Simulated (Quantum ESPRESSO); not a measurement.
# Energy and gap at +3 % biaxial strain: Zr2CO2 MXene, 1 layer

How the rows were computed: Quantum ESPRESSO 7.5 driven by ASE, PBE, GBRV ultrasoft, ESM (bc1); atomic heights clamped; cell area 9.468 Å² at zero strain.

```tsv
strain (%)	energy (meV a cell)	gap on the mesh (eV)
−3	243.96	0.837
−1.5	59.74	0.907
0	0.00	0.966
+1.5	51.51	1.016
```

One more run was made and is withheld. What are energy and gap at +3 %, and how stiff is the sheet?

**Fit.** About zero, E'' = (59.74 + 51.51 − 2 × 0.00)/1.5² = 49.44 meV per %² and E' = (51.51 − 59.74)/3 = −2.74 meV per %. With E = A K ε², where K = (C11 + C22)/2 + C12 (C11 + C12 for a hexagonal sheet), K = 49.44 × 10/(2 × 9.468) × 16.02 = 418 N/m. The parabola gives E(+3 %) = 0.00 + 3 × (−2.74) + 4.5 × 49.44 = 214.3 meV. Continuing the last slope, the gap is 2 × 1.016 − 0.966 = 1.066 eV.

**The withheld run.** E = 202.1 meV and the gap 1.056 eV. The parabola misses by +12.1 meV, too high, since bonds soften under tension. The gap's line misses by +0.010 eV.

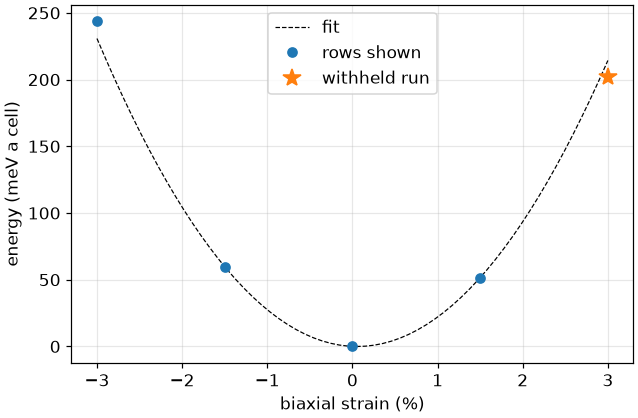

The rows shown, the fit and the withheld run.

**Limits.** Clamped heights stiffen sheets with several planes. Semilocal gap, no spin-orbit coupling.

[Logs are printed without paths, hosts, clocks, repeated set-up lines and the standing remarks that a program may print on its own settings, such as how far it seeks lower states.]
